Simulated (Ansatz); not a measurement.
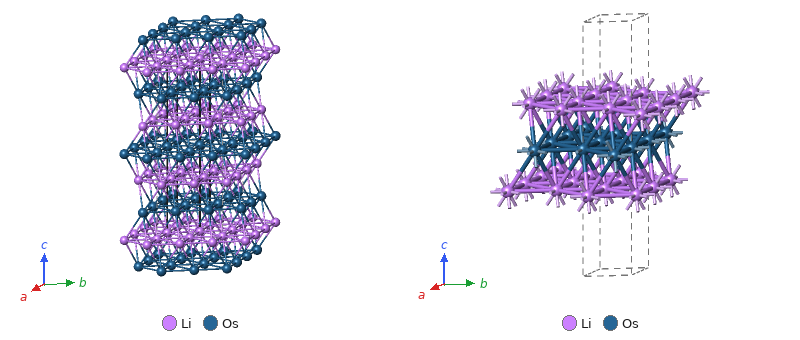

Left: the structure. Right: its underlying net. Nodes are coloured by element. Short stubs are edges that leave the cut-out.

LiOs (space group R-3m, No. 166): the end point of a relaxation with DFT PBE, scalar-relativistic, plane waves, PAW (Ansatz); the starting structure was generated, so it need not be a known form of this composition.

Bonds are taken as Li–Li below 3 Å, Li–Os below 3.1 Å and Os–Os below 3 Å. Atoms with one bond or none are removed and atoms with two bonds are replaced by edges, until no such atom is left.

The result is a uninodal 12-connected, three-periodic net: Li and Os are 12-connected nodes. It is the fcu net, known from cubic close packing. It is a single net, without interpenetration.

```csv
node,links,point symbol,coordination sequence
Li and Os,12,3^24.4^36.5^6,12 42 92 162 252 362
```
